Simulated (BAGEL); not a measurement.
**SnSiH6 (SMILES [SiH3][SnH3]), step by step**

We compute a single-point energy (HF/x2c-SVPall), then a single-point energy (NEVPT2(2,2)/x2c-SVPall) of SnSiH6. 

Program for the calculation: BAGEL 1.2.2.

## 1. The system as given

SnSiH6: 8 atoms, total charge 0, spin state singlet. As SMILES, `[SiH3][SnH3]`. The Sn2–H6 distance was set to 3.244 Å, away from the relaxed value. At this shape a bond of the SMILES string is far longer than usual.

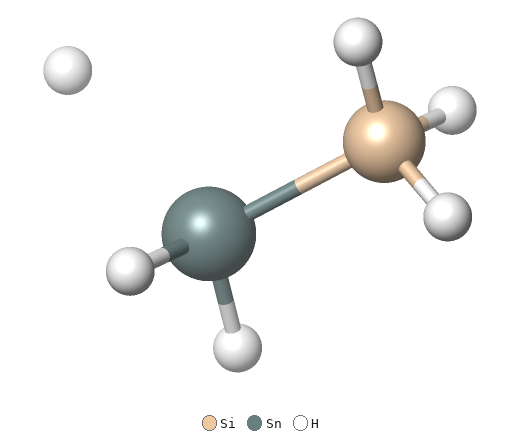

The structure, seen from a chosen angle (silicon light orange, tin teal, hydrogen white).

## 2. A single-point energy at HF/x2c-SVPall (DKH2, density fitting with AutoAux) (run 1)

Contents of job.json:

```json
{ "bagel": [

{
  "title": "molecule",
  "basis": "x2c-svpall.json",
  "df_basis": "x2c-svpall-autoaux.json",
  "dkh": true,
  "geometry": [
    { "atom": "Si", "xyz": [    -0.90089669,    -2.17778842,    -3.77887966 ] },
    { "atom": "Sn", "xyz": [     1.43026945,    -2.65154276,     0.43445371 ] },
    { "atom": "H", "xyz": [    -3.63816499,    -1.73578148,    -3.32610128 ] },
    { "atom": "H", "xyz": [    -0.60439867,    -4.50838765,    -5.31938440 ] },
    { "atom": "H", "xyz": [     0.13901959,    -0.00252467,    -5.22111864 ] },
    { "atom": "H", "xyz": [     0.85113265,     2.42999882,     3.81592396 ] },
    { "atom": "H", "xyz": [     4.57571859,    -3.18312271,    -0.05120591 ] },
    { "atom": "H", "xyz": [     0.24182069,    -5.12746192,     2.12859318 ] }
  ]
},

{ "title": "hf" },

{ "title": "print", "file": "orbitals.molden", "orbitals": true }

]}
```

The basis set x2c-SVPall is read from a file made from the Basis Set Exchange's data (not shown).

Run with:

```console
BAGEL_NUM_THREADS=1 BAGEL job.json > job.out
```

The log of the run:

```text
* using 1 threads per process

  ===============================================================
  ===============================================================

  *** Geometry ***

  { "atom" : "Si", "xyz" : [     -0.900897,     -2.177788,     -3.778880 ] },
  { "atom" : "Sn", "xyz" : [      1.430269,     -2.651543,      0.434454 ] },
  { "atom" : "H", "xyz" : [     -3.638165,     -1.735781,     -3.326101 ] },
  { "atom" : "H", "xyz" : [     -0.604399,     -4.508388,     -5.319384 ] },
  { "atom" : "H", "xyz" : [      0.139020,     -0.002525,     -5.221119 ] },
  { "atom" : "H", "xyz" : [      0.851133,      2.429999,      3.815924 ] },
  { "atom" : "H", "xyz" : [      4.575719,     -3.183123,     -0.051206 ] },
  { "atom" : "H", "xyz" : [      0.241821,     -5.127462,      2.128593 ] },

  Number of auxiliary basis functions:      646

  Since a DF basis is specified, we compute 2- and 3-index integrals:
    o Being stored without compression. Storage requirement is 0.036 GB

  Number of basis functions:       84
  Number of electrons      :       70

    * METHOD: MOLECULE                             0.40

  *** RHF ***

  === Nuclear Repulsion ===
   230.1718516872

      * DIIS with orbital gradients will be used.

  === RHF iteration (x2c-svpall.json) ===
      0      -6464.19597971          0.00652786           0.16
      1      -6464.23875461          0.00213505           0.15
      2      -6464.24315268          0.00079415           0.15
      3      -6464.24384999          0.00011179           0.15
      4      -6464.24386732          0.00002926           0.15
      5      -6464.24386885          0.00000600           0.15
      6      -6464.24386892          0.00000163           0.15
      7      -6464.24386893          0.00000044           0.15
      8      -6464.24386893          0.00000012           0.15
      9      -6464.24386893          0.00000003           0.15
     10      -6464.24386893          0.00000001           0.15
    * SCF iteration converged.

    * Permanent dipole moment:
           (    0.006638,     1.153431,     1.042350) a.u.

    * METHOD: HF                                   2.13

    * METHOD: PRINT                                0.02

  ===============================================================
```

Wall time 2.7 s (1 thread of Arm Neoverse V1, shared host); peak memory 0.17 GiB.

## 3. A single-point energy at NEVPT2(2,2)/x2c-SVPall (DKH2, density fitting with AutoAux) (run 2)

Contents of calc.json:

```json
{ "bagel" : [

{
  "title" : "molecule",
  "basis" : "x2c-svpall.json",
  "df_basis" : "x2c-svpall-autoaux.json",
  "dkh" : true,
  "geometry" : [
    { "atom" : "Si", "xyz" : [    -0.90089669,    -2.17778842,    -3.77887966 ] },
    { "atom" : "Sn", "xyz" : [     1.43026945,    -2.65154276,     0.43445371 ] },
    { "atom" : "H", "xyz" : [    -3.63816499,    -1.73578148,    -3.32610128 ] },
    { "atom" : "H", "xyz" : [    -0.60439867,    -4.50838765,    -5.31938440 ] },
    { "atom" : "H", "xyz" : [     0.13901959,    -0.00252467,    -5.22111864 ] },
    { "atom" : "H", "xyz" : [     0.85113265,     2.42999882,     3.81592396 ] },
    { "atom" : "H", "xyz" : [     4.57571859,    -3.18312271,    -0.05120591 ] },
    { "atom" : "H", "xyz" : [     0.24182069,    -5.12746192,     2.12859318 ] }
  ]
},

{
  "title" : "hf"
},

{
  "title" : "nevpt2",
  "nstate" : 1,
  "nact" : 2,
  "nclosed" : 34,
  "active" : [35, 36],
  "maxiter" : 200,
  "natocc" : true,
  "ncore" : 23
},

{
  "title" : "print",
  "file" : "orbitals.molden",
  "orbitals" : true
}

]}
```

The basis set x2c-SVPall is read from a file made from the Basis Set Exchange's data (not shown).

Run with:

```console
BAGEL_NUM_THREADS=1 BAGEL calc.json > calc.out
```

The log of the run:

```text
* using 1 threads per process

  ===============================================================
  ===============================================================

  *** Geometry ***

  { "atom" : "Si", "xyz" : [     -0.900897,     -2.177788,     -3.778880 ] },
  { "atom" : "Sn", "xyz" : [      1.430269,     -2.651543,      0.434454 ] },
  { "atom" : "H", "xyz" : [     -3.638165,     -1.735781,     -3.326101 ] },
  { "atom" : "H", "xyz" : [     -0.604399,     -4.508388,     -5.319384 ] },
  { "atom" : "H", "xyz" : [      0.139020,     -0.002525,     -5.221119 ] },
  { "atom" : "H", "xyz" : [      0.851133,      2.429999,      3.815924 ] },
  { "atom" : "H", "xyz" : [      4.575719,     -3.183123,     -0.051206 ] },
  { "atom" : "H", "xyz" : [      0.241821,     -5.127462,      2.128593 ] },

  Number of auxiliary basis functions:      646

  Since a DF basis is specified, we compute 2- and 3-index integrals:
    o Being stored without compression. Storage requirement is 0.036 GB

  Number of basis functions:       84
  Number of electrons      :       70

    * METHOD: MOLECULE                             0.40

  *** RHF ***

  === Nuclear Repulsion ===
   230.1718516872

      * DIIS with orbital gradients will be used.

  === RHF iteration (x2c-svpall.json) ===
      0      -6464.19597971          0.00652786           0.16
      1      -6464.23875461          0.00213505           0.15
      2      -6464.24315268          0.00079415           0.15
      3      -6464.24384999          0.00011179           0.15
      4      -6464.24386732          0.00002926           0.15
      5      -6464.24386885          0.00000600           0.16
      6      -6464.24386892          0.00000163           0.15
      7      -6464.24386893          0.00000044           0.15
      8      -6464.24386893          0.00000012           0.15
      9      -6464.24386893          0.00000003           0.15
     10      -6464.24386893          0.00000001           0.15
    * SCF iteration converged.

    * Permanent dipole moment:
           (    0.006638,     1.153431,     1.042350) a.u.

    * METHOD: HF                                   2.18

    * freezing 23 orbitals
  ---------------------------
      CASSCF calculation
  ---------------------------

    ==== Active orbitals : =====
         Orbital 35
         Orbital 36
    ============================

    * nstate   :      1
    * nclosed  :     34
    * nact     :      2
    * nvirt    :     48
  === CASSCF iteration (x2c-svpall.json) ===

    * Using the second-order algorithm

      0  0     -6464.28583248     4.29e-03      0.04

      1  0     -6464.30853084     6.63e-04      0.66

      2  0     -6464.30907380     2.07e-04      0.67

      3  0     -6464.30910393     6.68e-05      0.67

      4  0     -6464.30910683     2.08e-05      0.67

      5  0     -6464.30910711     6.42e-06      0.69

      6  0     -6464.30910714     1.99e-06      0.66

      7  0     -6464.30910714     6.14e-07      0.69

      8  0     -6464.30910714     1.90e-07      0.66

      9  0     -6464.30910714     5.86e-08      0.61

     10  0     -6464.30910714     1.81e-08      0.60

     11  0     -6464.30910714     5.60e-09      0.54

    * Second-order optimization converged. *

     guess   0:   closed 1.                   open ..

  === FCI iteration ===

      0  0     -6464.23436325     7.28e-02      0.00
      1  0     -6464.30576622     1.58e-02      0.00
      2  0 *   -6464.30910714     3.38e-16      0.00

     * ci vector, state   0, <S^2> = 0.0000
       2.     0.8883674082
       .2    -0.4591332573

  === DF-NEVPT2 calculation ===

    * 3-index integral transformation done
    * assembly done

      NEVPT2 correlation energy:   -0.2475805366      0.12

          (+0)     -0.1798090659
          (+0)'    -0.0406824595
          (+1)     -0.0062578710
          (+1)'    -0.0035976770
          (+2)     -0.0001702173
          (-1)     -0.0149536284
          (-1)'    -0.0011422350
          (-2)     -0.0009673826

      NEVPT2 total energy:       -6464.5566876745

    * METHOD: NEVPT2                               8.01

    * METHOD: PRINT                                0.02

  ===============================================================
```

Run time: 11 s. Hardware: 1 thread of Arm Neoverse V1, shared host; peak memory 0.18 GiB.

## 4. Results

| quantity | value |
| --- | --- |
| run 1, HF/x2c-SVPall: total energy | -6464.24387 Eh |
| run 1, HF/x2c-SVPall: dipole moment | 3.95 D |
| run 1, HF/x2c-SVPall: HOMO energy | -8.00 eV |
| run 1, HF/x2c-SVPall: LUMO energy | -0.68 eV |
| run 1, HF/x2c-SVPall: HOMO–LUMO gap | 7.32 eV |
| run 2, NEVPT2(2,2)/x2c-SVPall: total energy | -6464.55669 Eh |

**Reading.** One bond (run 1, HF/x2c-SVPall) is far stretched, which a spin-restricted single reference describes badly; a broken-symmetry solution may lie lower.
